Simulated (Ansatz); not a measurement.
**Run report: CH$_{6}$AlNO, geometry relaxation (part 1 of 2)**

CH$_{6}$AlNO, computed with UKS BLYP-D4/def2-SVP (Ansatz 0.2.0).

The input holds or restrains some coordinates. It belongs to a series of runs on one base structure; here: pulled along the bonds that form and break, towards end A. Figures and captions count atoms from 1; the log counts them from 0 in places.

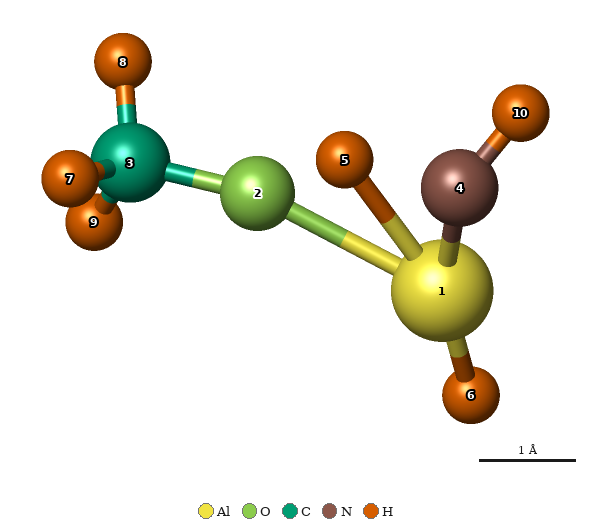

**Figure 1.** The structure as given in the input (ball-and-stick view, seen at an oblique angle; atoms are numbered from 1 in the order of the input). Sticks mark near contacts. Bond lengths as drawn: Al–H 1.53 to 1.89 Å, Al–N 1.74 Å, Al–O 2.18 Å, C–H 1.09 to 1.10 Å, C–O 1.39 Å and H–N 1.01 Å.

### Input file
```yaml
crystal:
  periodic: [false, false, false]
  atoms:
    - { symbol: Al, position_ang: [-0.9132, -1.3847, 0.838] }
    - { symbol: O, position_ang: [0.303, 0.0855, -0.2099] }
    - { symbol: C, position_ang: [1.2939, 0.6674, -0.9958] }
    - { symbol: "N", position_ang: [-1.9388, 0.0135, 0.923] }
    - { symbol: H, position_ang: [-0.8124, 0.4359, 0.3263] }
    - { symbol: H, position_ang: [-0.4178, -2.8226, 0.9922] }
    - { symbol: H, position_ang: [0.867, 1.0556, -1.9275] }
    - { symbol: H, position_ang: [1.7668, 1.493, -0.4518] }
    - { symbol: H, position_ang: [2.062, -0.0724, -1.2442] }
    - { symbol: H, position_ang: [-2.2107, 0.5287, 1.7496] }
magnetization:
  spin_polarized: true
basis:
  gaussian: { orbitals: def2-SVP }
hamiltonian:
  xc: blyp
  dispersion: d4
relax:
  f_tol: 0.15
  max_steps: 25
  restrain:
    - { distance: [4, 1], at: 2.27, k: 30.0 }
    - { distance: [0, 1], at: 1.87, k: 30.0 }
    - { distance: [4, 3], at: 1.02, k: 30.0 }
output:
  orbitals: {}
```

Machine: 2 threads of Arm Neoverse V1, 24 GiB of memory available, shared host.

Launched with:
```bash
ansatz run input.yaml --threads 2 --pin off --max-ram 3072MiB --backend cpu --events-out ev --progress --plain --runs-dir out
```

### What the program printed
```
The last accepted step is kept in [file] (removed where the run ends without a failure and the disk answers)
Engine: ansatz 0.2.0, aarch64-unknown-linux-gnu
Functional definition: BLYP
  parameter beta = 0.0042
  parameter a = 0.04918
  parameter b = 0.132
  parameter c = 0.2533
  parameter d = 0.349
  exchange = b88_x(beta = beta)
  correlation = lyp_c(a = a, b = b, c = c, d = d)
1014 factors; their error is unknown
mean field evaluation 1: about -11242.7184 eV, gradient 6.3e1 eV
mean field evaluation 2: about -11120.0671 eV, gradient 1.4e2 eV
mean field evaluation 4: about -11259.2822 eV, gradient 1.5e1 eV
mean field evaluation 8: about -11260.4066 eV, gradient 1.8e-1 eV
mean field evaluation 16: about -11260.3614 eV, gradient 1.8e-4 eV
mean field -11260.36137916 eV, -413.8106481371 hartree, gradient 8.5e-6 eV, S^2 0.000000; 0 other end points of the search recorded, 0 dependent functions left out
the calculation of the forces begins
reference -11260.36171558 eV, -413.8106605004 hartree; 20, 20 occupied and 70, 70 virtual orbitals, 1014 factors
relax step   1: F+E_penalty+E_count = -11260.67855288 eV  Δ(F+E_penalty+E_count) = +0.000e0 eV  max|allowed force component| = 2.089e0 eV/Å  E_restraint = 17.49277184 eV  max|allowed force component, restraints' pulls added| = 3.510e1 eV/Å  Δτ_max = 0.0000 Å  (30 SCF iters, accepted)
  distance H 4 - O 1 = 1.2862 Å
  distance Al 0 - O 1 = 2.1769 Å
  distance H 4 - N 3 = 1.3429 Å
these checks for a lower state are left out or cut short: starts, cluster_reference, orbital_swaps, neighbouring_geometries, increment
1014 factors; their error is unknown
mean field -11261.01785011 eV, -413.8347729993 hartree, gradient 9.7e-6 eV, S^2 0.000000; 0 other end points of the search recorded, 0 dependent functions left out
[... from here on the field's lines of each further geometry are left out, up to the last ...]
relax step   2: F+E_penalty+E_count = -11261.33420040 eV  Δ(F+E_penalty+E_count) = -6.556e-1 eV  max|allowed force component| = 2.558e0 eV/Å  E_restraint = 7.98995489 eV  max|allowed force component, restraints' pulls added| = 2.293e1 eV/Å  Δτ_max = 0.1949 Å  (37 SCF iters, accepted)
relax step   3: F+E_penalty+E_count = -11261.92868118 eV  Δ(F+E_penalty+E_count) = -5.945e-1 eV  max|allowed force component| = 2.916e0 eV/Å  E_restraint = 2.33187116 eV  max|allowed force component, restraints' pulls added| = 9.395e0 eV/Å  Δτ_max = 0.1949 Å  (36 SCF iters, accepted)
relax step   4: F+E_penalty+E_count = -11262.65422577 eV  Δ(F+E_penalty+E_count) = -7.255e-1 eV  max|allowed force component| = 1.959e0 eV/Å  E_restraint = 0.13381322 eV  max|allowed force component, restraints' pulls added| = 2.338e0 eV/Å  Δτ_max = 0.1965 Å  (36 SCF iters, accepted)
relax step   5: F+E_penalty+E_count = -11263.06106865 eV  Δ(F+E_penalty+E_count) = -4.068e-1 eV  max|allowed force component| = 1.385e0 eV/Å  E_restraint = 0.15446170 eV  max|allowed force component, restraints' pulls added| = 1.511e0 eV/Å  Δτ_max = 0.1943 Å  (30 SCF iters, accepted)
relax step   6: F+E_penalty+E_count = -11263.12573672 eV  Δ(F+E_penalty+E_count) = -6.467e-2 eV  max|allowed force component| = 1.424e0 eV/Å  E_restraint = 0.09866775 eV  max|allowed force component, restraints' pulls added| = 4.245e-1 eV/Å  Δτ_max = 0.2000 Å  (36 SCF iters, accepted)
relax step   7: F+E_penalty+E_count = -11263.11655440 eV  Δ(F+E_penalty+E_count) = +9.182e-3 eV  max|allowed force component| = 1.439e0 eV/Å  E_restraint = 0.06163433 eV  max|allowed force component, restraints' pulls added| = 9.596e-1 eV/Å  Δτ_max = 0.1978 Å  (29 SCF iters, accepted)
relax step   8: F+E_penalty+E_count = -11263.19540605 eV  Δ(F+E_penalty+E_count) = -7.885e-2 eV  max|allowed force component| = 1.404e0 eV/Å  E_restraint = 0.04501108 eV  max|allowed force component, restraints' pulls added| = 3.547e-1 eV/Å  Δτ_max = 0.2000 Å  (35 SCF iters, accepted)
relax step   9: F+E_penalty+E_count = -11263.26818355 eV  Δ(F+E_penalty+E_count) = -7.278e-2 eV  max|allowed force component| = 1.320e0 eV/Å  E_restraint = 0.05263676 eV  max|allowed force component, restraints' pulls added| = 1.199e-1 eV/Å  Δτ_max = 0.1990 Å  (30 SCF iters, accepted)
relax step  10: F+E_penalty+E_count = -11263.28999447 eV  Δ(F+E_penalty+E_count) = -2.181e-2 eV  max|allowed force component| = 1.342e0 eV/Å  E_restraint = 0.06226817 eV  max|allowed force component, restraints' pulls added| = 4.612e-1 eV/Å  Δτ_max = 0.1933 Å  (35 SCF iters, accepted)
relax step  11: F+E_penalty+E_count = -11263.32068235 eV  Δ(F+E_penalty+E_count) = -3.069e-2 eV  max|allowed force component| = 1.532e0 eV/Å  E_restraint = 0.05449521 eV  max|allowed force component, restraints' pulls added| = 2.868e-1 eV/Å  Δτ_max = 0.1952 Å  (30 SCF iters, accepted)
the calculation of the forces begins
reference -11263.00276560 eV, -413.9077172982 hartree; 20, 20 occupied and 70, 70 virtual orbitals, 1014 factors
relax step  12: F+E_penalty+E_count = -11263.32852050 eV  Δ(F+E_penalty+E_count) = -7.838e-3 eV  max|allowed force component| = 1.444e0 eV/Å  E_restraint = 0.05489799 eV  max|allowed force component, restraints' pulls added| = 1.008e-1 eV/Å  Δτ_max = 0.0914 Å  (30 SCF iters, accepted)
  distance H 4 - O 1 = 2.2919 Å
  distance Al 0 - O 1 = 1.8140 Å
  distance H 4 - N 3 = 1.0268 Å
```

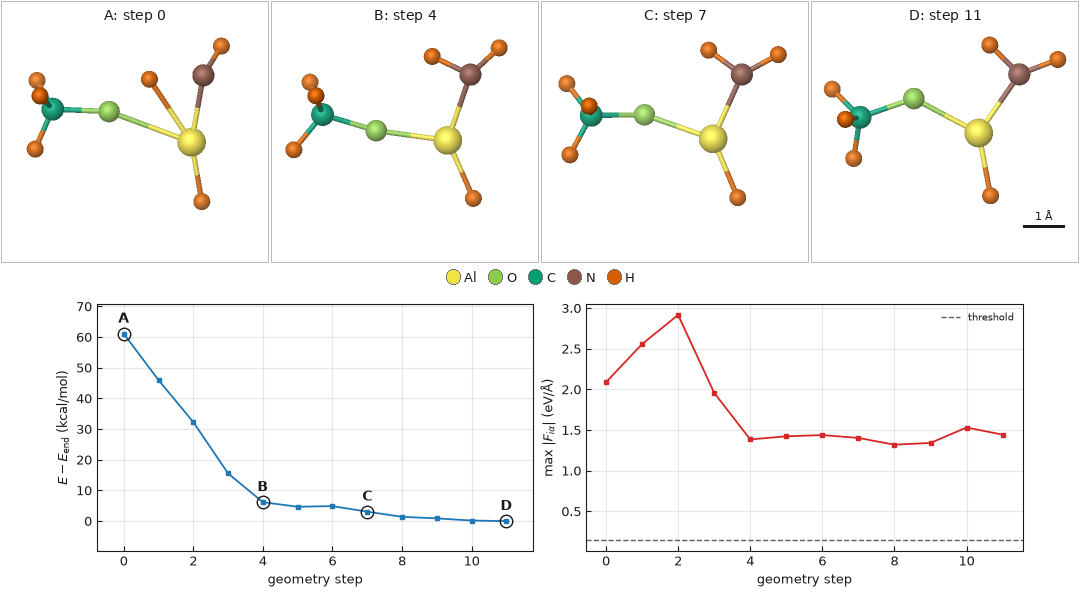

**Figure 2.** Frames of the restrained relaxation (ball-and-stick view, seen at a tilt) above the curves, on which the letters mark them (the first geometry is step 0 here and step 1 in the log).

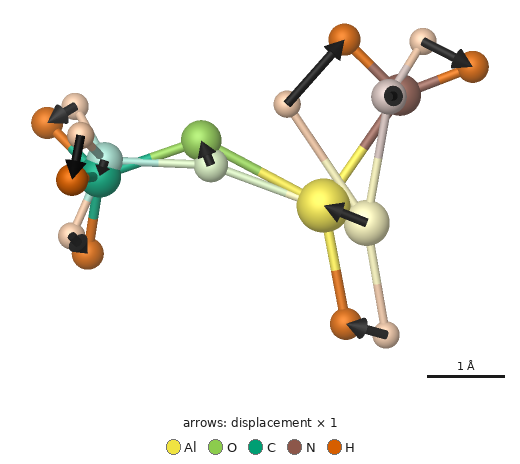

**Figure 3.** Start (faint) and end (solid) with the displacements as black arrows, at true length (ball-and-stick view, seen at a tilt). The two geometries are laid on each other by the best rigid fit. Over 11 geometry steps the energy falls by 61.1 kcal/mol. The largest force component goes from 2.1 to 1.4 eV/Å. The atom that moves furthest after the best rigid fit is H5 (1.14 Å). Largest moves by element: H 1.14 Å, Al 0.61 Å, N 0.36 Å, O 0.35 Å, C 0.21 Å. Distances before and after: Al1–O2 2.177 → 1.814 Å, N4–H5 1.343 → 1.027 Å, Al1–H5 1.894 → 2.191 Å, Al1–H6 1.529 → 1.579 Å. New bonds form: N4–H5 (1.34 → 1.03 Å). Among the angles that change: Al1–O2–C3 162.1° → 132.8°, N4–Al1–H6 160.7° → 134.7°, Al1–N4–H10 127.5° → 145.5°. (Atoms are counted from 1 in the order of the input.)

```
1014 factors; their error is unknown
mean field -11263.00242681 eV, -413.9077048480 hartree, gradient 1.1e-5 eV, S^2 0.000000; 1 other end points of the search recorded, 0 dependent functions left out
the calculation of the forces begins
reference -11263.00276560 eV, -413.9077172982 hartree; 20, 20 occupied and 70, 70 virtual orbitals, 1014 factors
Total energy: -11263.32885928 eV, -413.9197010200 hartree
Atom 0 at    -0.605340    -0.959330     0.530494 Å, force     0.815230     1.269857    -0.645400 eV/Å
Atom 1 at     0.313425     0.427312    -0.193203 Å, force    -0.360799    -1.443710     0.319672 eV/Å
Atom 2 at     1.417922     0.493627    -1.064586 Å, force     0.100848    -0.020005     0.011747 eV/Å
Atom 3 at    -1.854087     0.010554     1.306760 Å, force    -0.093326    -0.134984     0.087353 eV/Å
Atom 4 at    -1.546936     0.952715     1.037975 Å, force    -0.473084     0.341646     0.292701 eV/Å
Atom 5 at    -0.296712    -2.504853     0.437724 Å, force     0.018166    -0.004935    -0.008315 eV/Å
Atom 6 at     1.105728     0.591608    -2.132290 Å, force    -0.021373     0.007331    -0.013716 eV/Å
Atom 7 at     2.041903     1.387186    -0.828441 Å, force    -0.013532    -0.002885     0.002458 eV/Å
Atom 8 at     2.095667    -0.394569    -1.006787 Å, force    -0.023333     0.017851    -0.008681 eV/Å
Atom 9 at    -2.671771    -0.004349     1.912254 Å, force     0.051204    -0.030167    -0.037819 eV/Å
Dipole moment:    -0.086551    -0.074056     0.061908 e Å
```

### Trajectory as extended XYZ (Å, eV, eV/Å), 12 frames, from step=1 to step=12
```
10
Properties=species:S:1:pos:R:3:forces:R:3 step=1 energy=-11260.67855
Al   -0.9132   -1.3847    0.8380    1.1447   1.3672  -0.8924
O     0.3030    0.0855   -0.2099   -1.4971  -2.0887   1.5556
C     1.2939    0.6674   -0.9958   -0.3073  -0.2773   0.1500
N    -1.9388    0.0135    0.9230    1.4763  -0.0794  -0.8258
H    -0.8124    0.4359    0.3263   -1.3781   0.8972   0.3341
H    -0.4178   -2.8226    0.9922    0.1597  -0.6982  -0.0396
H     0.8670    1.0556   -1.9275   -0.0774   0.2982  -0.6286
H     1.7668    1.4930   -0.4518    0.3974   0.5197   0.1739
H     2.0620   -0.0724   -1.2442    0.5101  -0.2854  -0.2271
H    -2.2107    0.5287    1.7496   -0.4283   0.3467   0.3998
10
Properties=species:S:1:pos:R:3:forces:R:3 step=2 energy=-11261.33420
Al   -0.8587   -1.3374    0.7981    2.5581   0.7355  -1.5677
O     0.3807   -0.0182   -0.2251   -2.3213  -1.6836   1.9007
C     1.3037    0.6607   -1.0005    0.0102  -0.9398   0.1837
N    -1.9197    0.0258    0.9137    0.9450   0.7978  -0.4439
H    -0.9834    0.4842    0.4062   -1.8550   0.5587   0.7177
H    -0.4160   -2.8231    0.9895   -0.0981  -0.1937   0.0085
H     0.8654    1.0566   -1.9317   -0.1464   0.2082  -0.4199
H     1.7691    1.4955   -0.4496    0.2112   0.3684   0.1764
H     2.0733   -0.0730   -1.2511    0.9569  -0.0048  -0.5898
H    -2.2145    0.5289    1.7504   -0.2607   0.1533   0.0346
```
